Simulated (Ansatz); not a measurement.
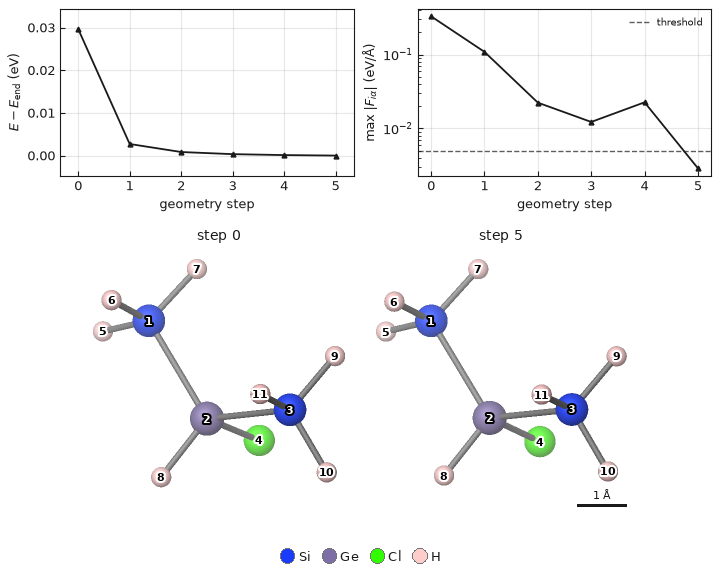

First and last geometry of a relaxation of GeSi₂H₇Cl, with the history of the run. Style: ball-and-stick. Shown from a free direction.

The start comes from PBE-D4/def2-SVP.

These are results of RKS PBE0-D4/def2-TZVP (Ansatz 0.2.0), not measurements.

The input:
```yaml
crystal:
  periodic: [false, false, false]
  atoms:
    - {symbol: Si, position_ang: [-1.013436, 1.516872, -0.949795]}
    - {symbol: Ge, position_ang: [-0.645122, -0.602185, 0.107192]}
    - {symbol: Si, position_ang: [1.532702, -0.905226, 1.060564]}
    - {symbol: Cl, position_ang: [-0.749832, -2.076083, -1.536378]}
    - {symbol: H, position_ang: [-2.361087, 1.528985, -1.615869]}
    - {symbol: H, position_ang: [-0.947600, 2.620456, 0.073525]}
    - {symbol: H, position_ang: [0.063900, 1.727799, -1.975912]}
    - {symbol: H, position_ang: [-1.784729, -0.977351, 1.099041]}
    - {symbol: H, position_ang: [2.557233, -0.641913, -0.006508]}
    - {symbol: H, position_ang: [1.676393, -2.312295, 1.569070]}
    - {symbol: H, position_ang: [1.737076, 0.063842, 2.195569]}
basis:
  gaussian: {orbitals: def2-TZVP}
hamiltonian: {xc: pbe0, dispersion: d4}
relax: {f_tol: 0.005, max_steps: 150}
```

Command:
```bash
ansatz run in.yaml --threads 4 --pin off --events-out ev --progress --plain --max-ram 10444MiB
```

### Did the run converge, and what did it change?

It converged. After 5 geometry steps the energy has fallen by 0.030 eV. Largest force component: 0.33 eV/Å at the start, 0.0029 eV/Å at the end. Cl4 moves most after the best rigid fit: 0.041 Å. Largest moves by element: Cl 0.041 Å, H 0.039 Å, Ge 0.021 Å, Si 0.010 Å. Near-neighbour distances that change, for instance: Ge2–Cl4 2.210 → 2.181 Å, Si1–H6 1.506 → 1.488 Å, Si1–H5 1.503 → 1.485 Å, Ge2–H8 1.557 → 1.541 Å.

```
step  E − E(0), eV  largest force component, eV/Å
   0        0.0000                         0.3288
   1       -0.0270                         0.1087
   2       -0.0288                         0.0223
   3       -0.0293                         0.0122
   4       -0.0296                         0.0226
   5       -0.0297                         0.0029
```
